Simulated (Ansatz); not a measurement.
# C₄H₁₀Al₂Cl₄ (SMILES C[CH2][Al-]1([Cl])[Cl+][Al-]([Cl])([CH2]C)[Cl+]1): what the fields show

```json
{"atom": "C", "x (Å)": "0.3037", "y (Å)": "-2.1805", "z (Å)": "-2.5334"}
{"atom": "C", "x (Å)": "0.1668", "y (Å)": "-0.8006", "z (Å)": "-3.1764"}
{"atom": "Al", "x (Å)": "0.1025", "y (Å)": "0.6801", "z (Å)": "-1.9302"}
{"atom": "Cl", "x (Å)": "-0.0896", "y (Å)": "2.6963", "z (Å)": "-2.4821"}
{"atom": "Cl", "x (Å)": "1.8328", "y (Å)": "0.5410", "z (Å)": "-0.4286"}
{"atom": "Al", "x (Å)": "0.3208", "y (Å)": "0.0203", "z (Å)": "1.2039"}
{"atom": "Cl", "x (Å)": "0.4970", "y (Å)": "-2.0346", "z (Å)": "1.6066"}
{"atom": "C", "x (Å)": "0.2481", "y (Å)": "1.3779", "z (Å)": "2.5823"}
{"atom": "C", "x (Å)": "-0.9291", "y (Å)": "1.2122", "z (Å)": "3.5453"}
{"atom": "Cl", "x (Å)": "-1.4186", "y (Å)": "0.2711", "z (Å)": "-0.2662"}
{"atom": "H", "x (Å)": "0.3363", "y (Å)": "-2.9734", "z (Å)": "-3.2856"}
{"atom": "H", "x (Å)": "-0.5322", "y (Å)": "-2.4019", "z (Å)": "-1.8651"}
{"atom": "H", "x (Å)": "1.2158", "y (Å)": "-2.2623", "z (Å)": "-1.9368"}
{"atom": "H", "x (Å)": "-0.7378", "y (Å)": "-0.7521", "z (Å)": "-3.7945"}
{"atom": "H", "x (Å)": "0.9980", "y (Å)": "-0.6137", "z (Å)": "-3.8672"}
{"atom": "H", "x (Å)": "1.1954", "y (Å)": "1.3528", "z (Å)": "3.1340"}
{"atom": "H", "x (Å)": "0.2121", "y (Å)": "2.3594", "z (Å)": "2.0961"}
{"atom": "H", "x (Å)": "-0.8997", "y (Å)": "0.2467", "z (Å)": "4.0569"}
{"atom": "H", "x (Å)": "-1.8893", "y (Å)": "1.2732", "z (Å)": "3.0250"}
{"atom": "H", "x (Å)": "-0.9328", "y (Å)": "1.9880", "z (Å)": "4.3160"}
```

Geometry: PBE0-D4/def2-TZVP.

Method: RKS PBE0-D4/def2-TZVPP in Ansatz 0.2.0.

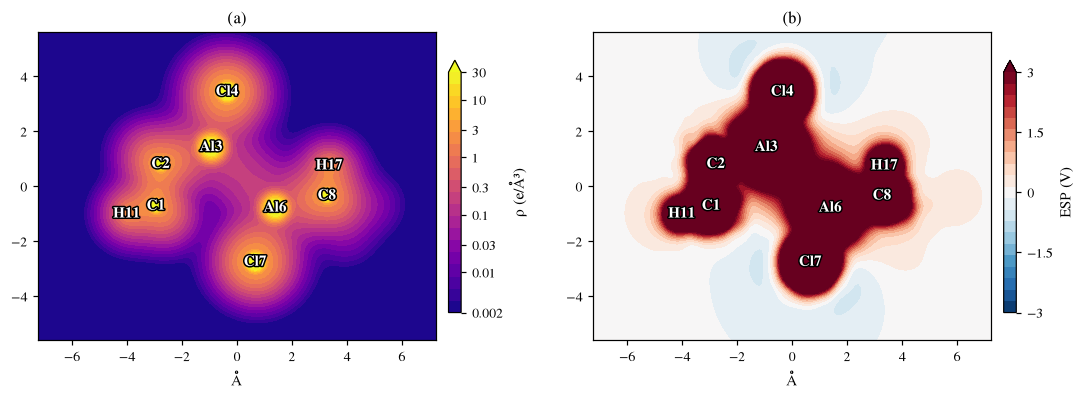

Figure 1. (a) electron density; (b) molecular electrostatic potential on the plane of atoms C1, C2 and Al3.

### Interpret the plot.

Atoms in the plane: C, Al, Cl and H. C–C (1.53 Å): the density is about 1.6 e/Å³ at the midpoint. C–Al (1.94 Å): ρ is about 0.76 e/Å³ halfway. Al–Cl (2.10 Å): ρ at the midpoint is about 0.74 e/Å³. C–H (1.09 Å): ρ at the midpoint is about 2 e/Å³. Outside the dense part of the molecule the potential is most negative (−0.5 V) near Cl4.

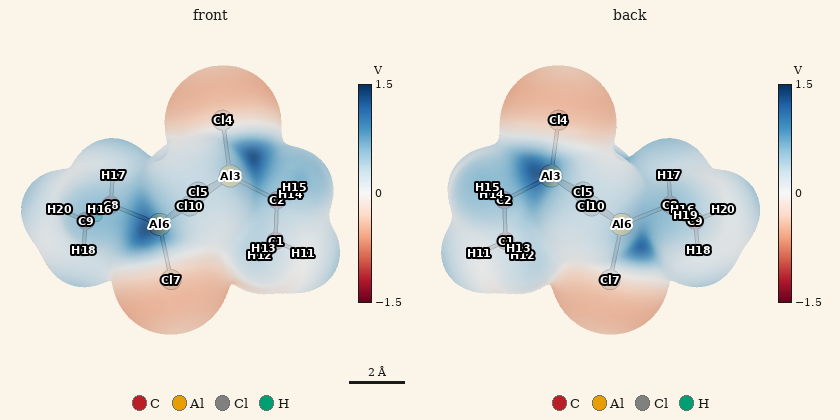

Figure 2. The electrostatic potential painted on the density surface at 0.001 e/bohr³, seen from the front and from behind; the colour scale runs from red (negative) to blue (positive).

### Which sites attract a positive test charge, and which a negative one?

A positive charge is drawn to the negative regions and a negative charge to the positive ones. The most negative region (about −0.5 V, or −12 kcal/mol for a unit charge) lies over Cl4 and Cl7, the most positive (about +1.3 V, or +30 kcal/mol for a unit charge) over Al3 and Al6.

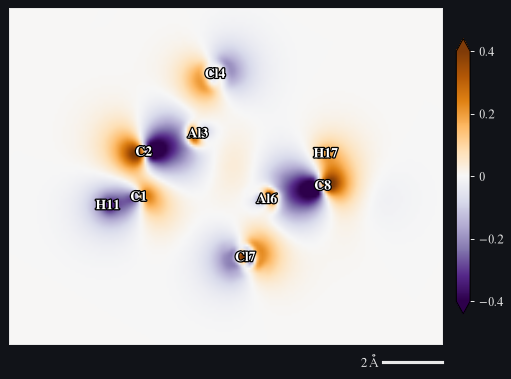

Figure 3. The HOMO−1 on the plane of atoms C1, C2 and Al3 (values in Å⁻³ᐟ²; the overall sign is arbitrary).

### What is the character of this orbital?

Its weight (Hirshfeld) is mainly on C8 (about 20 %), C2 (about 20 %), Al6 (about 10 %), Al3 (about 10 %) and Cl7 (about 10 %). Its energy is −8.22 eV.
